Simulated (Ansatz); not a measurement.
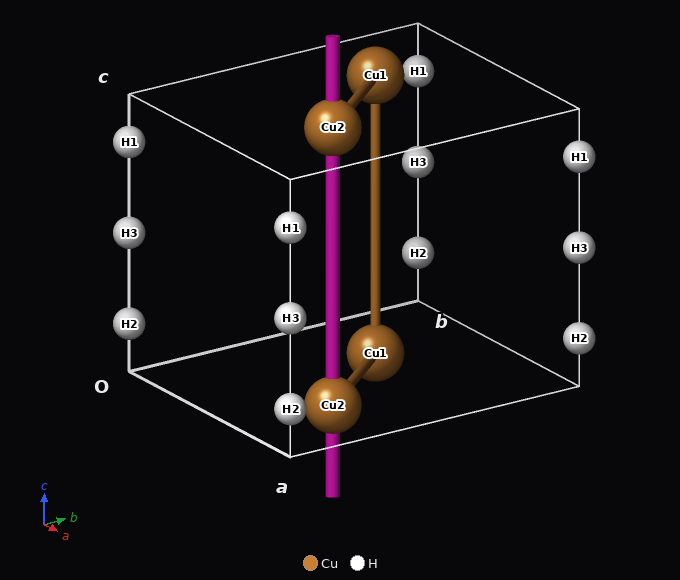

The coloured rod is the axis of a symmetry operation of the crystal. Crystal: Cu₂H₃, the end point of a relaxation with DFT PBE, scalar-relativistic, plane waves, PAW (Ansatz 0.2.0); the starting structure was generated, so it need not be a known form of this composition. The drawing is computed from the coordinates (standard cell, symmetry found to 0.002 Å).

a = 4.404 Å, b = 4.404 Å, c = 2.736 Å, α = 90.00°, β = 90.00°, γ = 120.00°.

| atom | x | y | z |
| --- | --- | --- | --- |
| Cu1 | 0.3333 | 0.6667 | 0.0000 |
| Cu2 | 0.6667 | 0.3333 | 0.0000 |
| H1 | 0.0000 | 0.0000 | 0.8272 |
| H2 | 0.0000 | 0.0000 | 0.1728 |
| H3 | 0.0000 | 0.0000 | 0.5000 |

Take the operation x, y, z → −y+1, x−y, z.

What kind of operation is it, and where does it lie?

It is a 3-fold rotation, about the line along [0 0 1] through (2/3, 1/3, 1/2).

Onto which atom does it carry each atom (up to whole multiples of a, b and c)?

Cu1 → Cu1, Cu2 → Cu2, H1 → H1, H2 → H2, H3 → H3.
